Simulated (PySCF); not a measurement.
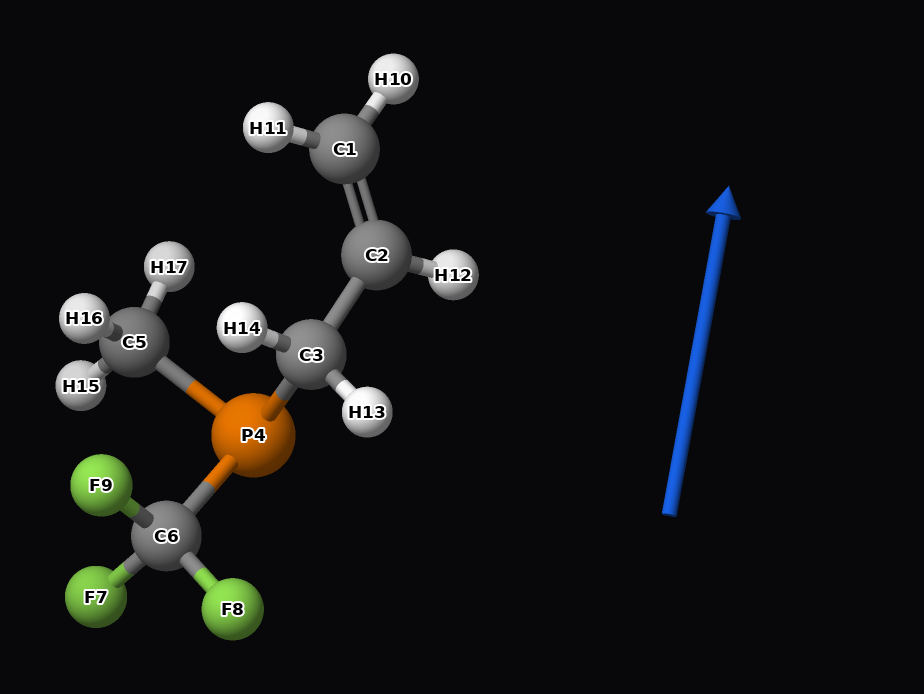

The arrow beside the molecule shows the direction of the dipole moment, from the negative to the positive end (its length means nothing). The computed structure is the end point of a GFN2-xTB optimisation. No frequency run is at hand to confirm it as a minimum. Level of theory: PBE0/pcSseg-1, gas phase (PySCF 2.14.0).

Question: How large is the dipole moment?

Answer: 2.42 D; it points from the side of F7, F8 to the side of H10 (the outermost atoms at the two ends).

The geometry is semi-empirical. Around P such bond lengths and angles can be off by a tenth of an ångström or more and by several degrees, and values that hang on the shape move with them.
